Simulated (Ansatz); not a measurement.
**CH4B2O (SMILES B1BOC1): single points off equilibrium**

A test off equilibrium: a structure displaced at random from a GFN2-xTB minimum is computed at several levels, and each is set against CCSD(T).

The runs use Ansatz 0.2.0, Gaussian basis; single points in def2-TZVPP.

Correlated methods freeze the cores.

### Step 1. The starting structure

SMILES `B1BOC1`, 8 atoms, charge 0, spin multiplicity 1.

Atoms are counted from 1 here; the program's logs count them from 0.

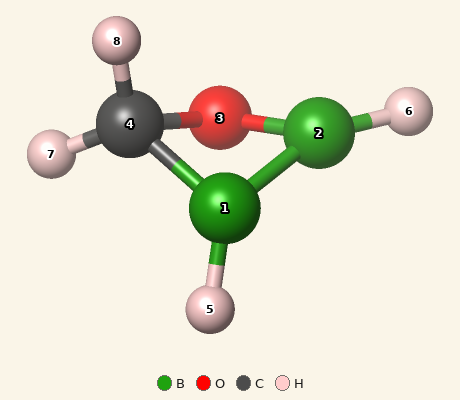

As it starts; boron green, oxygen red, carbon dark grey, hydrogen pink; atoms are numbered from 1 in the order of the file.

As a file:

| atom | x (Å) | y (Å) | z (Å) |
| --- | --- | --- | --- |
| B1 | -0.2840 | 0.7601 | -0.5179 |
| B2 | 0.8835 | 0.7941 | 0.6422 |
| O3 | 0.1376 | -0.4228 | 0.8646 |
| C4 | -0.2654 | -0.8592 | -0.5209 |
| H5 | -1.3707 | 1.3779 | -0.5411 |
| H6 | 1.5812 | 1.2784 | 1.5104 |
| H7 | -1.2236 | -1.4622 | -0.4753 |
| H8 | 0.5618 | -1.4738 | -0.9902 |

### Step 2. CCSD(T)/def2-TZVPP

run/in.yaml reads:

```yaml
crystal:
  periodic: [false, false, false]
  atoms:
    - {symbol: B, position_ang: [-0.284000, 0.760100, -0.517900]}
    - {symbol: B, position_ang: [0.883500, 0.794100, 0.642200]}
    - {symbol: O, position_ang: [0.137600, -0.422800, 0.864600]}
    - {symbol: C, position_ang: [-0.265400, -0.859200, -0.520900]}
    - {symbol: H, position_ang: [-1.370700, 1.377900, -0.541100]}
    - {symbol: H, position_ang: [1.581200, 1.278400, 1.510400]}
    - {symbol: H, position_ang: [-1.223600, -1.462200, -0.475300]}
    - {symbol: H, position_ang: [0.561800, -1.473800, -0.990200]}
basis:
  gaussian: {orbitals: def2-TZVPP}
correlation: {method: ccsd_t}
output: {forces: true}
```

No record of the launch command was kept for these runs.

### Step 3. PBE0-D4/def2-TZVPP

Changes to run/in.yaml since step 2:

```diff
@@ -13,3 +13,3 @@
   gaussian: {orbitals: def2-TZVPP}
-correlation: {method: ccsd_t}
-output: {forces: true}
+hamiltonian: {xc: pbe0, dispersion: d4}
+output: {forces: true, orbitals: {seedname: orbitals}}
```

### Step 4. wB97M-V/def2-TZVPP

Changes to run/in.yaml since step 3:

```diff
@@ -13,3 +13,3 @@
   gaussian: {orbitals: def2-TZVPP}
-hamiltonian: {xc: pbe0, dispersion: d4}
-output: {forces: true, orbitals: {seedname: orbitals}}
+hamiltonian: {xc: {name: wB97M-V}}
+output: {forces: true}
```

### Step 5. r2SCAN-D4/def2-TZVPP

Changes to run/in.yaml since step 4:

```diff
@@ -13,3 +13,3 @@
   gaussian: {orbitals: def2-TZVPP}
-hamiltonian: {xc: {name: wB97M-V}}
+hamiltonian: {xc: r2scan, dispersion: d4}
 output: {forces: true}
```

### Step 6. PBE-D4/def2-TZVPP

Changes to run/in.yaml since step 5:

```diff
@@ -13,3 +13,3 @@
   gaussian: {orbitals: def2-TZVPP}
-hamiltonian: {xc: r2scan, dispersion: d4}
+hamiltonian: {xc: pbe, dispersion: d4}
 output: {forces: true}
```

### Step 7. BLYP-D4/def2-TZVPP

Changes to run/in.yaml since step 6:

```diff
@@ -13,3 +13,3 @@
   gaussian: {orbitals: def2-TZVPP}
-hamiltonian: {xc: pbe, dispersion: d4}
+hamiltonian: {xc: {name: BLYP}, dispersion: d4}
 output: {forces: true}
```

### Step 8. revPBE-D4/def2-TZVPP

Changes to run/in.yaml since step 7:

```diff
@@ -13,3 +13,3 @@
   gaussian: {orbitals: def2-TZVPP}
-hamiltonian: {xc: {name: BLYP}, dispersion: d4}
+hamiltonian: {xc: {name: revPBE}, dispersion: d4}
 output: {forces: true}
```

(Steps that only read results are left out.)

What does the calculation give? Wanted: energy less free atoms, CCSD(T)/def2-TZVPP; RMS force component; RMS force error; HOMO and LUMO, PBE0-D4; T1 diagnostic.

As calculated:

| quantity | value |
| --- | --- |
| energy less free atoms, CCSD(T)/def2-TZVPP | -2957.3 kJ/mol |
| RMS force component | 0.485 to 0.654 eV/Å over the methods |
| RMS force error | PBE0-D4 0.222, wB97M-V 0.160, r2SCAN-D4 0.121, PBE-D4 0.165, BLYP-D4 0.153, revPBE-D4 0.174 eV/Å |
| HOMO and LUMO, PBE0-D4 | -7.56 and -1.42 eV |
| T1 diagnostic | 0.019 |

In words: Against CCSD(T) the functionals' energies less atoms differ by -190.3 to -102.8 kJ/mol, PBE-D4 by -190.3 kJ/mol. The reference is not at the basis limit: in triple zeta CCSD(T) underbinds, which counts against methods that bind more; the gaps are no ranking. On forces the order runs from r2SCAN-D4 to PBE0-D4. Frozen-core CCSD(T) forces in triple zeta carry basis errors of their own, and this is one geometry, so small gaps rank nothing.
